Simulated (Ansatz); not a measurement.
# Calculations on C3H7FO2

**1. Relaxation**

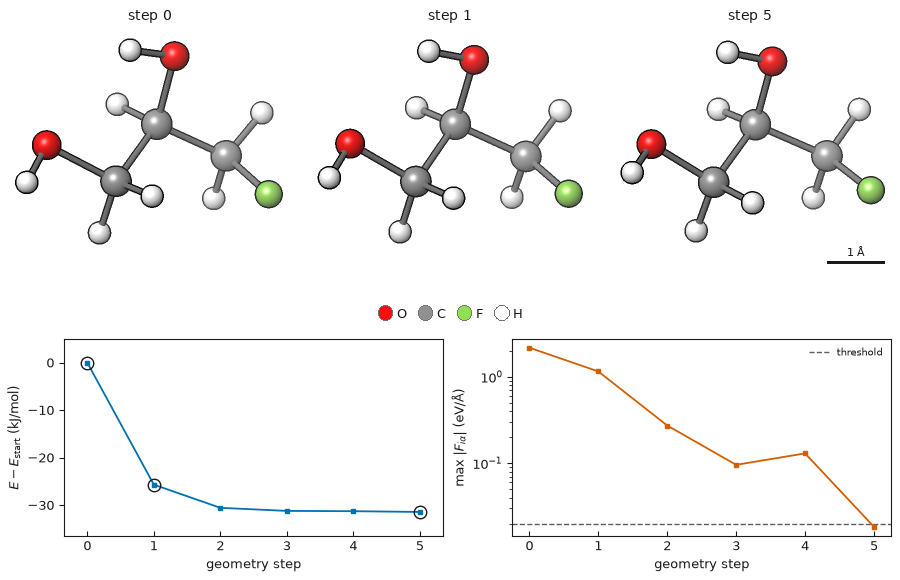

Frames of a relaxation of C$_{3}$H$_{7}$FO$_{2}$, marked on the history of the run. Style: ball-and-stick. Shown from a free direction.

The run prepares an end point of a later path (hydrogen shift) calculation, from a guessed geometry.

Computed with RKS PBE0-D4/def2-SVP in Ansatz.

Input file:
```yaml
crystal:
  periodic: [false, false, false]
  atoms:
    - { symbol: O, position_ang: [-0.2032, -2.147, -0.1255] }
    - { symbol: C, position_ang: [-0.5583, -0.7897, 0.3382] }
    - { symbol: C, position_ang: [0.4962, 0.1679, -0.1778] }
    - { symbol: O, position_ang: [0.6258, 0.1413, -1.602] }
    - { symbol: C, position_ang: [0.3047, 1.5823, 0.3115] }
    - { symbol: F, position_ang: [-1.0009, 1.9585, 0.1461] }
    - { symbol: H, position_ang: [-0.9535, -2.6763, 0.1589] }
    - { symbol: H, position_ang: [-1.4983, -0.4963, -0.0661] }
    - { symbol: H, position_ang: [-0.5873, -0.7916, 1.4744] }
    - { symbol: H, position_ang: [1.5189, -0.1798, 0.1828] }
    - { symbol: H, position_ang: [0.4722, -0.8178, -1.8052] }
    - { symbol: H, position_ang: [0.9378, 2.3149, -0.2037] }
    - { symbol: H, position_ang: [0.4663, 1.6988, 1.3831] }
basis:
  gaussian: { orbitals: def2-SVP }
hamiltonian:
  xc: pbe0
  dispersion: d4
relax:
  f_tol: 0.02
  max_steps: 50
```

Command:
```bash
ansatz run input.yaml --threads 2 --pin off --max-ram 3072MiB --backend cpu --events-out ev --progress --plain --runs-dir out
```

Question: Describe the path.

Answer: The energy falls by 31.4 kJ/mol in 5 geometry steps. The largest force component goes from 2.2 to 0.018 eV/Å. H7 moves most after the best rigid fit: 0.24 Å. By element the largest moves are H 0.24 Å, F 0.11 Å, O 0.11 Å, C 0.07 Å. Some distances before and after: O1–C2 1.478 → 1.408 Å, C2–H8 1.064 → 1.105 Å, C3–O4 1.430 → 1.397 Å, C2–H9 1.137 → 1.108 Å. Bond angles that change, for instance: O4–C3–H10 103.2° → 110.9°, C2–O1–H7 103.0° → 109.3°, F6–C5–H13 103.3° → 108.5°. The run took 18 s on 2 threads of Intel(R) Xeon(R) Platinum 8488C (Sapphire Rapids), on a shared host, peak memory 0.3 GiB. From step 0 to 1: H7 moves most (0.10 Å), energy −25.7 kJ/mol. From step 1 to 5: H7 moves most (0.14 Å), energy −5.75 kJ/mol.

**2. Relaxation**

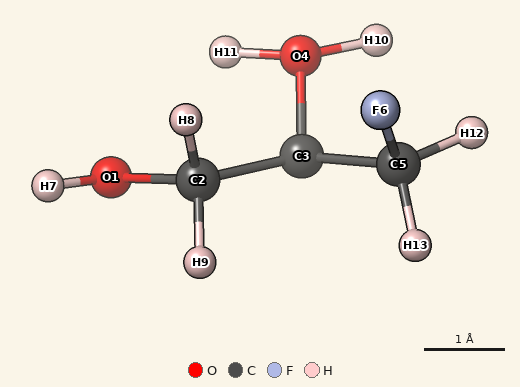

C₃H₇FO₂, before the relaxation. The picture is a ball-and-stick view, seen from a free direction.

The run prepares an end point of a later path (hydrogen shift) calculation, from a guessed geometry.

All numbers below come from RKS PBE0-D4/def2-SVP in Ansatz.

The input:
```yaml
crystal:
  periodic: [false, false, false]
  atoms:
    - { symbol: O, position_ang: [-0.2032, -2.147, -0.1255] }
    - { symbol: C, position_ang: [-0.5583, -0.7897, 0.3382] }
    - { symbol: C, position_ang: [0.4962, 0.1679, -0.1778] }
    - { symbol: O, position_ang: [0.6258, 0.1413, -1.602] }
    - { symbol: C, position_ang: [0.3047, 1.5823, 0.3115] }
    - { symbol: F, position_ang: [-1.0009, 1.9585, 0.1461] }
    - { symbol: H, position_ang: [-0.9535, -2.6763, 0.1589] }
    - { symbol: H, position_ang: [-1.4983, -0.4963, -0.0661] }
    - { symbol: H, position_ang: [-0.5873, -0.7916, 1.4744] }
    - { symbol: H, position_ang: [1.13193, 0.96117, -1.82949] }
    - { symbol: H, position_ang: [0.4722, -0.8178, -1.8052] }
    - { symbol: H, position_ang: [0.9378, 2.3149, -0.2037] }
    - { symbol: H, position_ang: [0.4663, 1.6988, 1.3831] }
basis:
  gaussian: { orbitals: def2-SVP }
hamiltonian:
  xc: pbe0
  dispersion: d4
relax:
  f_tol: 0.02
  max_steps: 50
```

Launched with:
```bash
ansatz run input.yaml --threads 2 --pin off --max-ram 3072MiB --backend cpu --events-out ev --progress --plain --runs-dir out
```

Q: Where does the relaxation end?

A: The energy falls by 41.6 kcal/mol in 8 accepted moves (9 points after the start). The largest force component goes from 5.7 to 0.015 eV/Å. The line search rejected the trial step at point 7 of the run. The largest move after the best rigid fit is that of H10, 0.82 Å. Largest moves by element: H 0.82 Å, O 0.32 Å, C 0.26 Å, F 0.16 Å. Near-neighbour distances that change, for instance: C3–O4 1.430 → 1.691 Å, C2–H8 1.064 → 1.114 Å, C3–C5 1.509 → 1.461 Å, C5–F6 1.369 → 1.412 Å. Bond angles that change, for instance: H10–O4–H11 146.4° → 104.5°, C2–C3–O4 113.0° → 96.7°, C3–O4–H11 102.0° → 92.3°. Cost: 28 s on 2 threads of Intel(R) Xeon(R) Platinum 8488C (Sapphire Rapids) (shared host), peak memory 0.3 GiB.

Final geometry:

```xyz
13

O    -0.1191   -1.9234   -0.3332
C    -0.4484   -0.7330    0.4010
C     0.5838    0.2856    0.0427
O     0.4595    0.1128   -1.6349
C     0.2005    1.6629    0.3455
F    -1.1564    2.0082    0.1666
H    -0.9025   -2.4829   -0.3780
H    -1.4941   -0.4491    0.1444
H    -0.4009   -0.8957    1.4930
H     1.3953    0.1837   -1.8643
H     0.2931   -0.8737   -1.5619
H     0.7877    2.3941   -0.2341
H     0.4349    1.8167    1.4155
```

After the run, drawn alike:

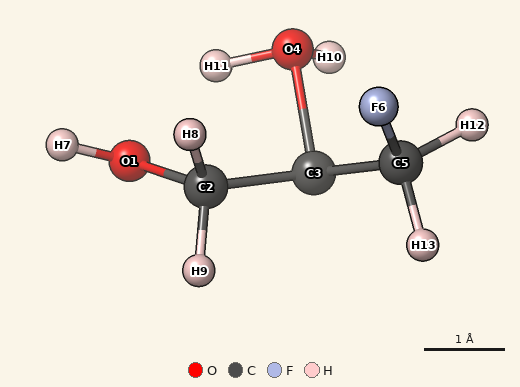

**3. Path**

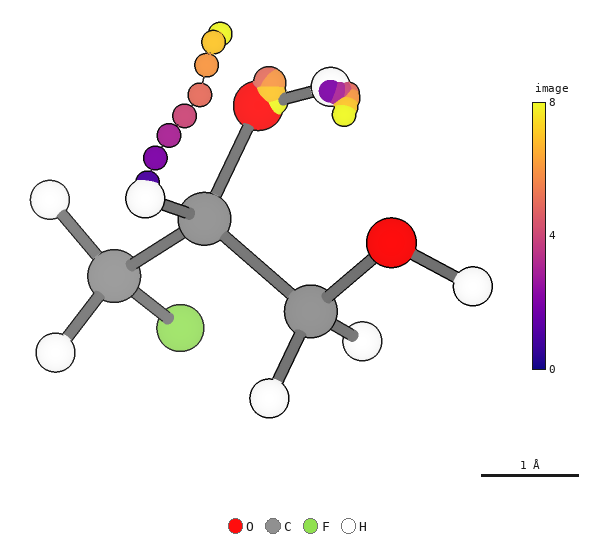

NEB run on C3H7FO2. Images are numbered from 0 (start) to 8 (end). The start is drawn whole; smaller spheres mark the moving atoms (O, H) in the later images, joined by lines and coloured by the number of the image. A ball-and-stick model, seen at a tilt.

All numbers below come from RKS PBE0-D4/def2-SVP (Ansatz 0.2.0). Settings: 7 movable images; climbing image; force threshold 0.05 eV/Å; iteration limit 60; starting path through a guess of the saddle point.

### Describe the path and its energy.

A hydrogen atom shifts from one atom to another. Breaking: C–H (1.11 → 2.07 Å). Forming: H–O (2.07 → 0.97 Å). Forward barrier 79.9 kcal/mol, backward barrier 3.8 kcal/mol, with image 5 at the top; the reaction energy is +76.0 kcal/mol. The band converged in 13 iterations, with a climbing image at the top. At the top, the vibrational analysis gives one imaginary mode (756i cm⁻¹), as a transition state must have.
